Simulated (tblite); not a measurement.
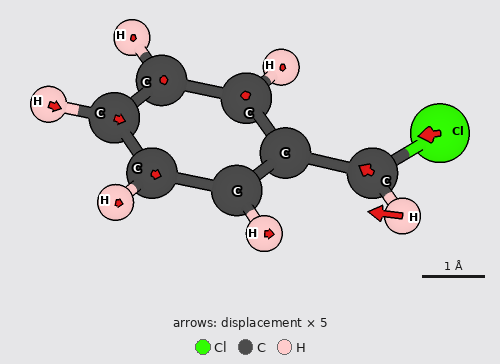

This is a relaxation of C₇H₆Cl (charge +1). The starting structure is drawn; red arrows show the displacements, magnified 5 times. The two geometries are superimposed by the best rigid fit.

The picture is a ball-and-stick view, seen from a free direction.

The calculation used GFN2-xTB geometry optimisation, gas phase (tblite 0.8.0). 

Question: Which element moves most?

Answer: Hydrogen: up to 0.12 Å, against 0.09 Å for chlorine.

Question: What happened in the run?

Answer: After 22 geometry steps the energy has fallen by 21.0 kJ/mol. An H atom moves most after the best rigid fit: 0.12 Å. By element the largest moves are H 0.12 Å, Cl 0.09 Å, C 0.06 Å. Some distances before and after: C–Cl 1.722 → 1.646 Å, C–C 1.443 → 1.391 Å, C–C 1.403 → 1.372 Å, C–C 1.397 → 1.425 Å. Bond angles that change, for instance: C–C–H 124.0° → 118.4°, Cl–C–H 112.2° → 115.9°, C–C–H 118.2° → 120.7°. The run took 0.17 s on 1 thread of Intel(R) Xeon(R) Platinum 8375C CPU @ 2.90GHz (shared host).
